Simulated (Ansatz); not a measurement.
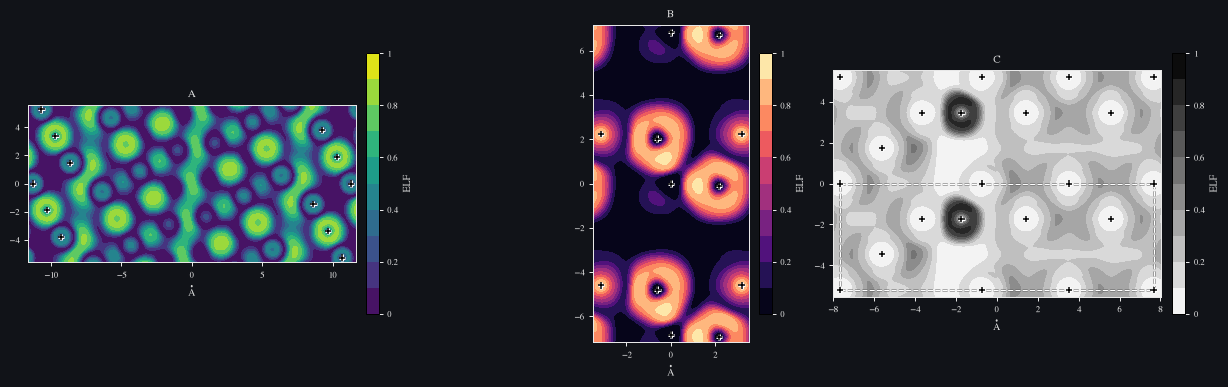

The electron localisation function of 3 systems, each on a plane through atoms (crosses mark nuclei in the plane).

These are results of DFT r2SCAN, scalar-relativistic, plane waves, PAW in Ansatz, not measurements.

System 1: BeCd2S3, the (11̄0) plane of the conventional cell. Space group Cmc2₁; a generated structure, not necessarily the stable one.

```xyz
24
Lattice="11.8126 0.0000 0.0000 0.0000 -6.8324 0.0000 0.0000 0.0000 -6.3526" Properties=species:S:1:pos:R:3 pbc="T T T"
Be    0.0000   -5.7883   -3.1860
Be    5.9063   -2.3721   -3.1860
Be    0.0000   -1.0441   -0.0097
Be    5.9063   -4.4604   -0.0097
Cd    1.8782   -2.2300   -3.2048
Cd    7.7845   -5.6463   -3.2048
Cd    4.0281   -1.1862   -0.0285
Cd    9.9344   -4.6024   -0.0285
Cd    4.0281   -5.6463   -3.2048
Cd    9.9344   -2.2300   -3.2048
Cd    1.8782   -4.6024   -0.0285
Cd    7.7845   -1.1862   -0.0285
S     1.7236   -4.7114   -2.5820
S     7.6299   -1.2952   -2.5820
S     4.1827   -1.2952   -2.5820
S    10.0890   -4.7114   -2.5820
S     0.0000   -0.8328   -2.1733
S     5.9063   -4.2490   -2.1733
S     1.7236   -2.1210   -5.7583
S     7.6299   -5.5372   -5.7583
S     4.1827   -5.5372   -5.7583
S    10.0890   -2.1210   -5.7583
S     0.0000   -5.9996   -5.3496
S     5.9063   -2.5834   -5.3496
```

System 2: Zn7O, the (110) plane of the conventional cell. Space group P3m1; a generated structure, not necessarily the stable one; computed pressure about −4 GPa in this cell.

```
CELL_PARAMETERS angstrom
2.99284 0.00000 0.00000
-1.49642 2.59188 0.00000
0.00000 0.00000 15.31837
ATOMIC_POSITIONS crystal
Zn 0.33333 0.66667 0.73381
Zn 0.66667 0.33333 0.86704
Zn 0.33333 0.66667 0.46374
Zn 0.00000 0.00000 0.59820
Zn 0.00000 0.00000 0.99604
Zn 0.33333 0.66667 0.18627
Zn 0.00000 0.00000 0.32730
O 0.00000 0.00000 0.12160
```

System 3: Mg3O2, the (111) plane of the conventional cell. Space group R-3m; a generated structure, not necessarily the stable one; computed pressure about −4 GPa in this cell.

```yaml
crystal:
  lattice:
    - [3.05777, 0.00000, 0.00000]
    - [-1.52888, 2.64810, 0.00000]
    - [0.00000, 0.00000, 22.38914]
  atoms:
    - { symbol: Mg, position: [0.00000, 0.00000, 0.22312] }
    - { symbol: Mg, position: [0.66667, 0.33333, 0.55645] }
    - { symbol: Mg, position: [0.33333, 0.66667, 0.88978] }
    - { symbol: Mg, position: [0.66667, 0.33333, 0.11022] }
    - { symbol: Mg, position: [0.33333, 0.66667, 0.44355] }
    - { symbol: Mg, position: [0.00000, 0.00000, 0.77688] }
    - { symbol: Mg, position: [0.00000, 0.00000, 0.00000] }
    - { symbol: Mg, position: [0.66667, 0.33333, 0.33333] }
    - { symbol: Mg, position: [0.33333, 0.66667, 0.66667] }
    - { symbol: O, position: [0.33333, 0.66667, 0.27902] }
    - { symbol: O, position: [0.00000, 0.00000, 0.61235] }
    - { symbol: O, position: [0.66667, 0.33333, 0.94568] }
    - { symbol: O, position: [0.33333, 0.66667, 0.05432] }
    - { symbol: O, position: [0.00000, 0.00000, 0.38765] }
    - { symbol: O, position: [0.66667, 0.33333, 0.72098] }
```

**Which map belongs to which system?**

Panel A is system 3, Mg3O2: the plane holds Mg and O. Mg–O (2.16 Å): the ELF peaks at about 0.85 in the valence shell of O, 0.6 Å from its nucleus, and is about 0.35 at the midpoint. Panel B is system 1, BeCd2S3: the plane holds Be, Cd and S. Be–S (2.12 Å): the ELF peaks at about 0.95 between the atoms; a shared but strongly polarised pair. Panel C is system 2, Zn7O: the plane holds Zn and O. Zn–O (1.92 Å): the ELF peaks at about 0.80 in the valence shell of O, 0.6 Å from its nucleus, and is about 0.30 at the midpoint; no shared electron pair shows on this line.
